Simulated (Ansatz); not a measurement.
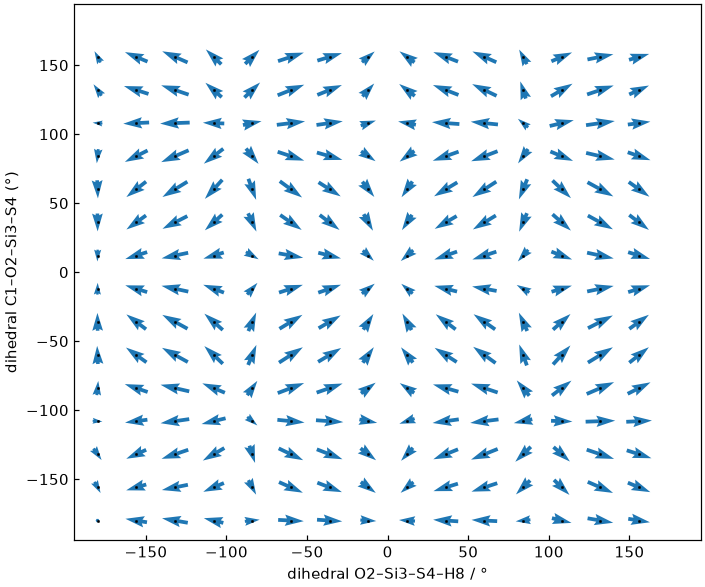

CH₄OSSi, SMILES CO[Si]S. First axis: dihedral O2–Si3–S4–H8. Second axis: dihedral C1–O2–Si3–S4. Nothing is relaxed (all other coordinates rigid). Grid: 15 × 15 points; 139 points were computed and 86 follow by symmetry. Points are written as (first, second). Computed with RKS PBE0-D4/def2-TZVP in Ansatz.

In the figure: dots at the grid points, arrows along the force (downhill), their lengths compressed.

Question: The arrows alone are given. Where are the wells?

Answer: The arrows converge at about (−180°, 0°); about (0°, 0°) (5 kJ/mol up); about (0°, −180°) (17 kJ/mol up); (−180°, −180°) (18 kJ/mol up) (read from the interpolated surface).

The energy map of the same scan:

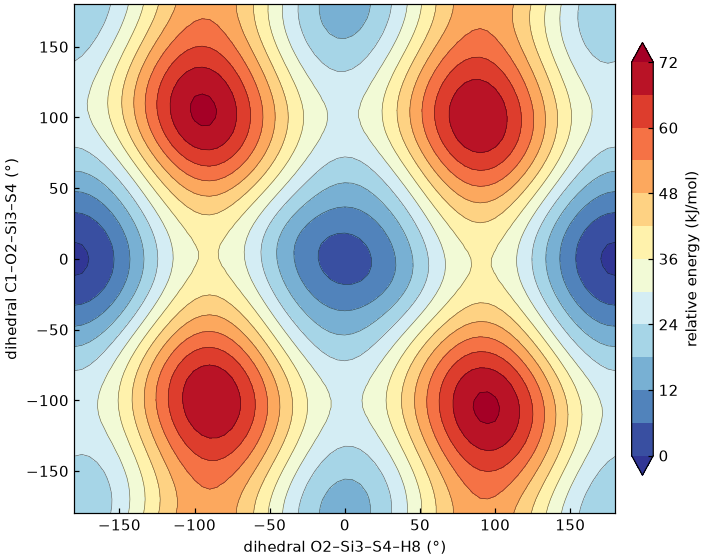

Energies are in kJ/mol, from the lowest grid point; between grid points the surface is interpolated.
